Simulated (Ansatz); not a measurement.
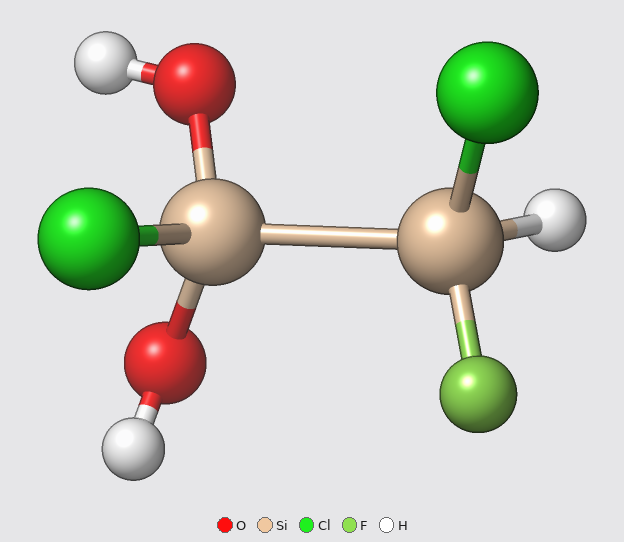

Computed geometry: PBE0-D4/def2-TZVP optimisation. No frequency run is at hand to confirm it as a minimum.

Give the structural formula.

SMILES: O[Si](O)(Cl)[Si@H](F)Cl

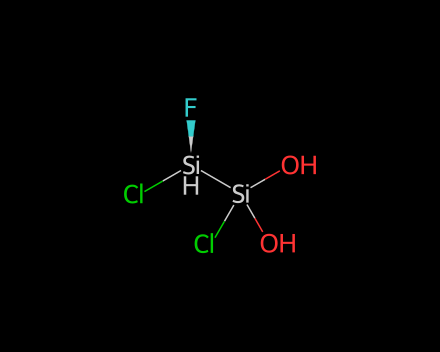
